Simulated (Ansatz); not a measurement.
# Is the response still linear at 0.4 V/Å? 1T-SnSe2 3 layers, AB

The dipole of a slab grows in proportion to a weak field along its normal. Does the weak-field slope carry to a strong field?

**Method.** Ansatz 0.2.0, plane waves with PAW datasets (its set soft_2), PBE-D3(BJ); atoms held at their relaxed places, 18 Å of vacuum, dipole correction, cell area 12.66 Å², 12×12 k-points, smearing 0.02585 eV. Without field the slab has a gap of 0.46 eV.

```tsv
run	field (V/Å)	dipole (e·Å)
run 1	−0.10	−0.11529
run 2	−0.05	−0.05781
run 3	0.00	−0.00035
run 4	0.05	0.05713
run 5	0.10	0.11473
run 6	0.40	?
```

Q: Estimate the withheld value from the rows shown.

A least-squares line through the 5 rows shown has slope 1.149960 and intercept −0.000318; no row lies more than 0.00005 e·Å off it. A perfect conductor with that slope would be 180.95 × 1.14996 / 12.66 = 16.44 Å thick. At 0.40 it gives 1.149960 × 0.40 + (−0.000318) = 0.45967 e·Å, beyond the rows fitted. Rounding and scatter of the rows alone allow about ±0.00021 e·Å there.

The run itself gives 0.48014 e·Å: a miss of +0.02047 e·Å. That is 4.4 % of the induced dipole, a departure from the straight line; meanwhile the gap has gone from 0.46 eV to 0.08 eV.

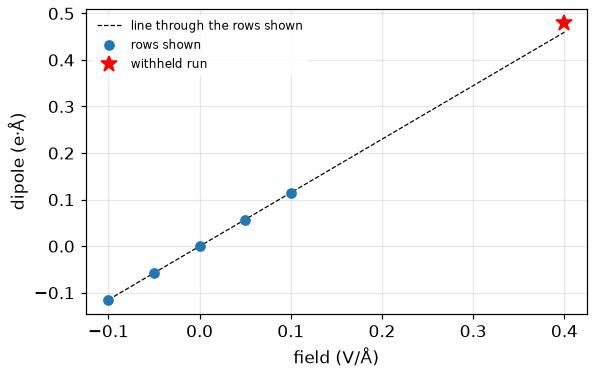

The fit and the withheld run.

**Limits.** Ions are held, so this is the electronic response. Of the series that stay linear within 1 %, this collection keeps about one in seven, and it keeps all that bend. With a small gap or none the response hangs on mesh and smearing, which were not varied here.

[Logs are printed without paths, hosts, clocks, repeated set-up lines and the standing remarks that a program may print on its own settings, such as how far it seeks lower states.]
